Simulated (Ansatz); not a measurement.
Process, species as SMILES: FCl (F-Cl) → Cl atom + F atom
B3LYP-D3(BJ)/def2-TZVP geometries, fixed; electronic energies without zero-point terms.

Basis-set convergence of the atomisation energy at MP2 with Ansatz (an electronic-structure program). Cartesian d functions, on some or all atoms, in 6-31+G*, 6-311G**, 6-311+G**; all else is spherical. Cores are frozen. Open shells are unrestricted. No added dispersion term, no relativity. Functions are those of the species that has most. Reference: Hartree-Fock in aug-cc-pV(5+d)Z plus the correlation part extrapolated as X^-3 from aug-cc-pV(Q+d)Z and aug-cc-pV(5+d)Z, 69.00 kcal/mol, itself unsure by roughly 0.27 kcal/mol (a third of the extrapolation step and of the last Hartree-Fock step). Deviations are taken from unrounded values.

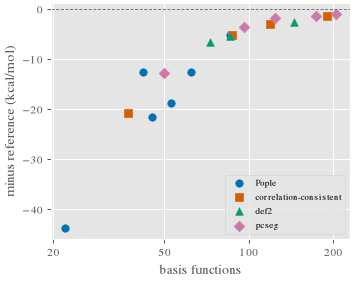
Deviation from the reference against the number of basis functions, by family of sets.

```
basis              functions  atomisation energy (kcal/mol)  minus reference (kcal/mol)
-----------------  ---------  -----------------------------  --------------------------
6-31G                     22                          25.27                      -43.73
cc-pV(D+d)Z               37                          48.18                      -20.81
6-31+G*                   42                          56.42                      -12.57
6-311G**                  45                          47.36                      -21.63
aug-pcseg-1               50                          56.30                      -12.70
6-311+G**                 53                          50.16                      -18.84
6-311++G(2d,2p)           62                          56.33                      -12.66
def2-TZVPP                73                          62.51                       -6.49
6-311++G(3df,3pd)         86                          63.89                       -5.11
def2-TZVPD                86                          63.58                       -5.41
jun-cc-pV(T+d)Z           87                          63.75                       -5.25
aug-pcseg-2               96                          65.44                       -3.56
cc-pV(Q+d)Z              119                          66.08                       -2.91
pcseg-3                  124                          67.24                       -1.76
def2-QZVPPD              145                          66.46                       -2.54
aug-pcseg-3              174                          67.56                       -1.44
cc-pV(5+d)Z              191                          67.63                       -1.36
pcseg-4                  206                          68.07                       -0.92
```
